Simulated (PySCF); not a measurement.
## A study: H$_{3}$P, SMILES `P`

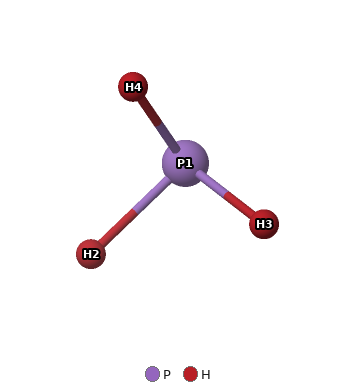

The molecule, with its atoms numbered as below. No frequency check shows the geometry to be a minimum.

Geometry (Å), atoms numbered from 1:

```
P1      -0.0000    0.0000    0.1280
H2      -1.0996    0.3515   -0.6405
H3       0.8545    0.7766   -0.6401
H4       0.2456   -1.1281   -0.6402
```

## 1. Bonding charge

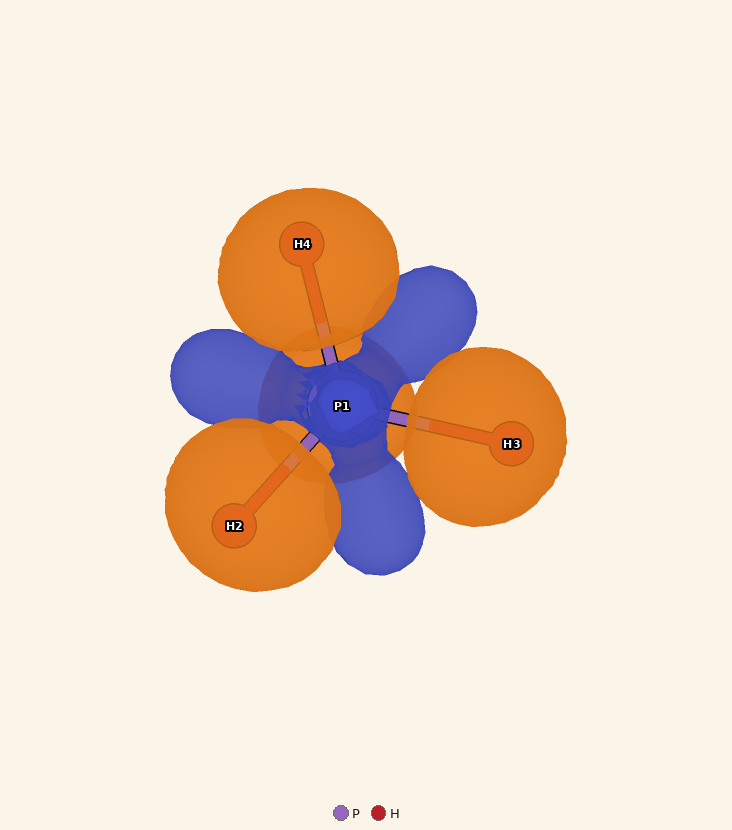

Deformation density (molecule less spherical, spin-averaged free atoms at the same positions), surfaces at ±0.07 e/Å³; orange: gain, blue: loss.

Method: TPSS/aug-cc-pVDZ; geometry: GFN2-xTB; program: PySCF.

**How much density has each bond gained at its critical point, relative to the free atoms?**

P1–H2, P1–H3 and P1–H4: +0.14 e/Å³ at the bond critical point (bond length 1.39 Å). In all, 0.8 electrons gather in the regions of gain relative to the promolecule. A small or negative value marks a very polar bond, one between electron-rich atoms, whose free-atom densities already overlap strongly, a long bond to a heavier atom, or a closed-shell contact such as a hydrogen bond.

## 2. Local ionisation energy

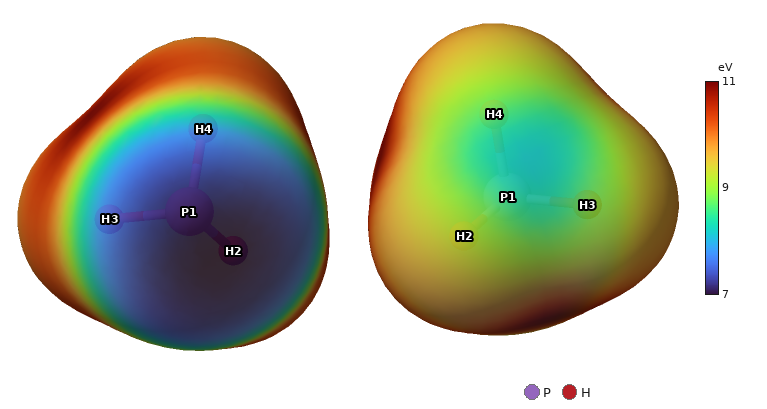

Average local ionisation energy on the surface of electron density 0.001 a.u. (back view left, front view right).

**Where are the most loosely bound electrons on this surface?**

The lowest value is 7.0 eV, 2.3 Å from P1. Further minima include 8.2 eV, near H3 (1.89 Å), H4 (1.99 Å) and H2 (2.00 Å), over P1 (2.4 Å). For comparison, the highest occupied orbital lies at −6.8 eV.

## 3. Excited states

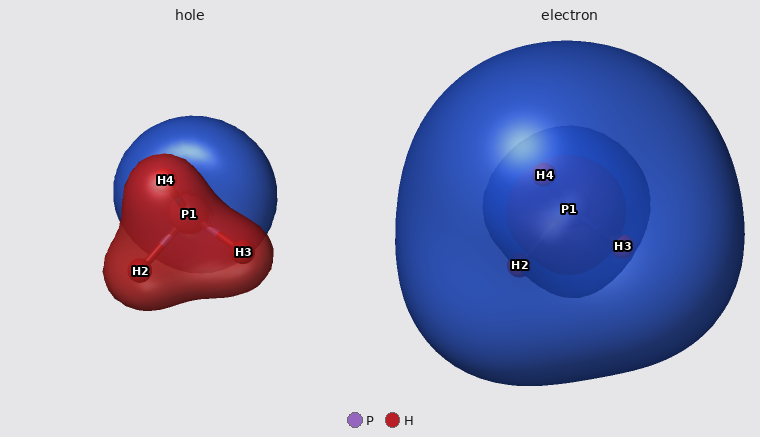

Leading natural transition orbital pair of S₁ (TDA singlet states); the surfaces enclose about 85 % of each orbital's density.

Computed with PySCF, CAM-B3LYP/def2-SVPD, geometry: GFN2-xTB.

**Where does the state lie, and where do hole and electron sit?**

7.37 eV (168 nm), f = 0.153 (bright), diffuse (Rydberg-like) orbital; the leading pair carries 100 %; hole on P1 (80 %) and H2, H3 and H4 (6 % each), electron on P1 (48 %) and H2, H3 and H4 (17 % each) (atom shares of so diffuse an orbital are rough); their centroids lie 0.5 Å apart. In canonical orbitals it is mainly HOMO → LUMO (99 %). The HOMO–LUMO gap is 10.79 eV.

## 4. Removing or adding an electron

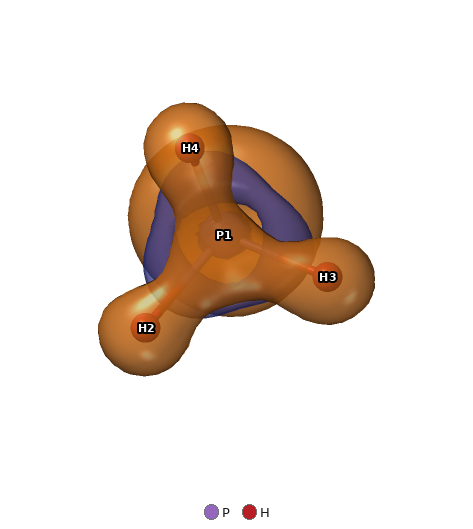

Fukui function f⁻ = ρ(N) − ρ(N−1) at fixed geometry, surfaces at ±0.05 e/Å³ (orange positive, blue negative).

Level of theory: B3LYP/aug-cc-pVDZ (PySCF), at a geometry from GFN2-xTB.

**Which atoms respond most to the removal of an electron?**

f⁻ (Hirshfeld-condensed) is largest on P1 (0.63); the vertical ionisation energy is 10.66 eV. Condensed values hint at sites of electrophilic attack but needn't mark the atom that reacts. Orbital relaxation makes it negative in places (0.10 e in all).

## 5. Localised orbitals

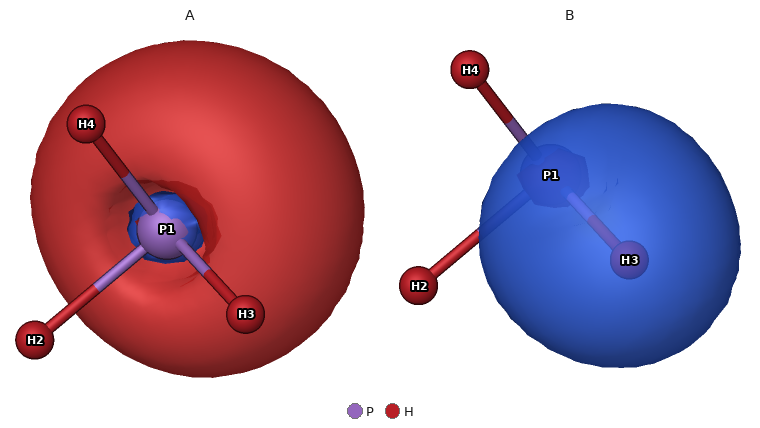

Pipek–Mezey orbitals, occupied; each surface holds about 80 % of the orbital's density. Energies are diagonal elements of the Fock matrix.

Method: B3LYP/def2-TZVP; geometry: GFN2-xTB; program: PySCF.

**Name the orbitals, with their atomic make-up and energies.**

By panel:
- A: lone pair on P1 (sp0.8-type) (P1 100 %; −9.9 eV)
- B: σ bond P1–H3 (P1 51 %, H3 49 %; −12.3 eV)

## 6. Stretching a bond

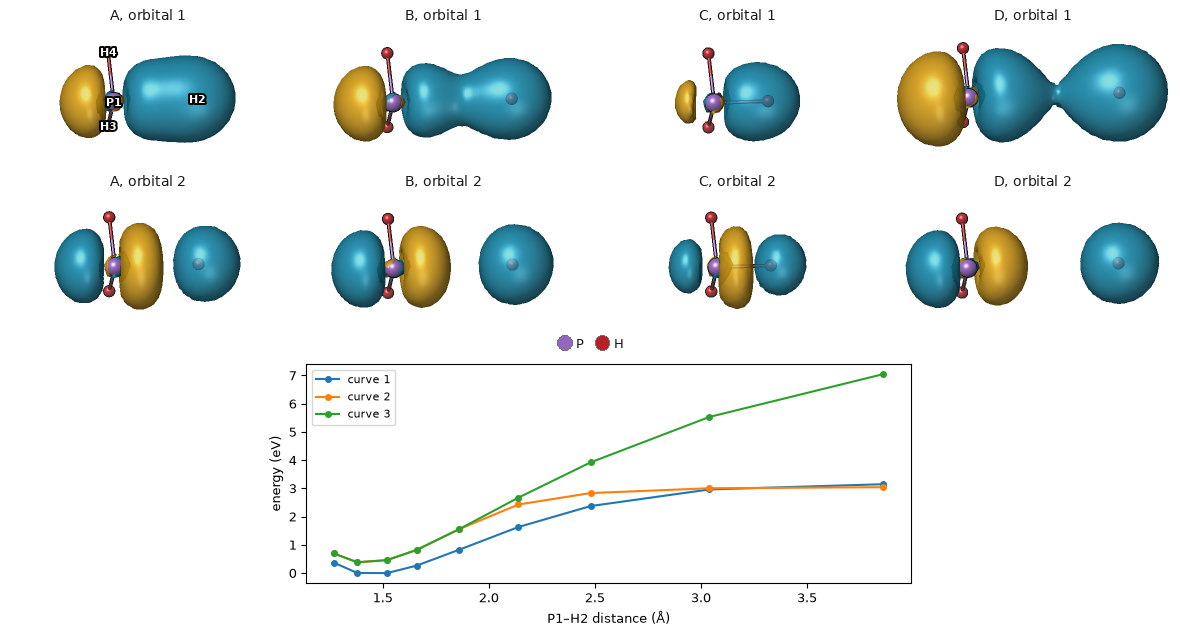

Rigid stretch of the P1–H2 bond. The two CASSCF(2,2) natural orbitals nearest half filling (orbital 1 the more occupied). Below: energies along the scan, from the lowest point of the three curves.

Computed with PySCF, cc-pVDZ basis, geometry: GFN2-xTB.

**The columns are at 1.38, 2.14, 3.04 and 3.86 Å, in some order. Assign them, and give the occupations.**

A: 2.14 Å, occupations 1.85 and 0.15. B: 3.04 Å, occupations 1.42 and 0.58. C: 1.38 Å, occupations 1.98 and 0.02. D: 3.86 Å, occupations 1.14 and 0.86.

**Which curve is which method?**

Curve 1 is CASSCF(2,2). Curve 2 is UHF. Curve 3 is RHF. RHF rises too steeply because it keeps both electrons in one orbital and so mixes in ionic fragments.

**Where does the UHF solution part from RHF?**

Between 1.86 Å (⟨S²⟩ = 0, the two coincide) and 2.14 Å (⟨S²⟩ = 0.49); at 3.86 Å ⟨S²⟩ is 1.01 and UHF lies 4.0 eV below RHF.

**How much energy does the stretch cost?**

By CASSCF, 3.1 eV from the lowest point of the scan (1.52 Å) to 3.86 Å; RHF gives 6.7 eV from its own lowest point. The fragments aren't relaxed and dynamic correlation is missing, so this isn't a bond dissociation energy.
